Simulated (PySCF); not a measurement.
```tsv
atom	x (Å)	y (Å)	z (Å)
O	-1.3002	0.5455	0.0254
P	0.0561	0.0531	0.0223
O	1.4121	-0.4399	0.0192
```

Geometry: PBE0-D3(BJ)/def2-SVP.

Level of theory: PBE0/pcSseg-1, SCF density, gas phase, non-relativistic (PySCF 2.14.0).

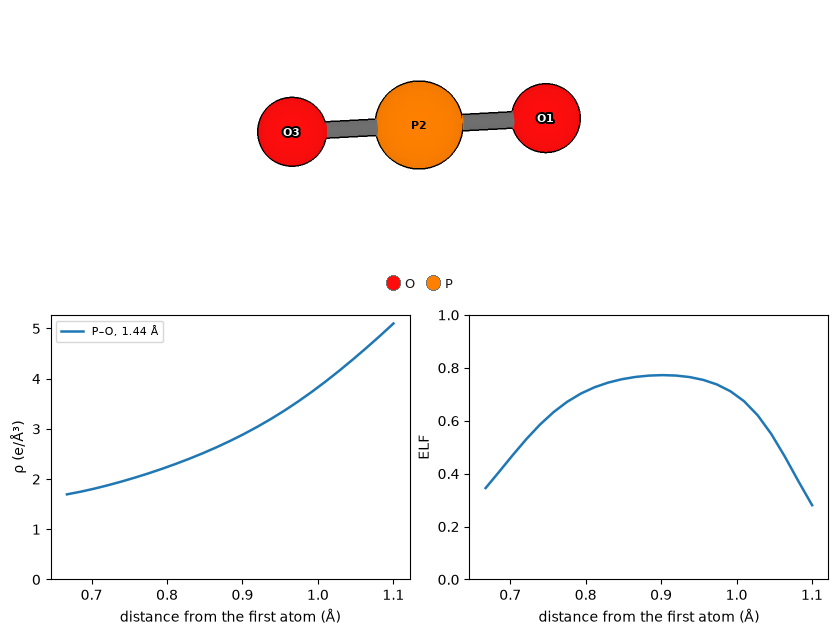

O₂P (SMILES O=[P+]=O) (charge +1). Electron density and ELF along straight lines between neighbouring atoms. The curves leave out the atomic cores. The structure is drawn too.

### What can be read from the curves?

P–O (1.44 Å): ρ at the midpoint is about 1.9 e/Å³; the ELF peaks at about 0.75 in the valence shell of O, 0.5 Å from its nucleus, and is about 0.55 at the midpoint.
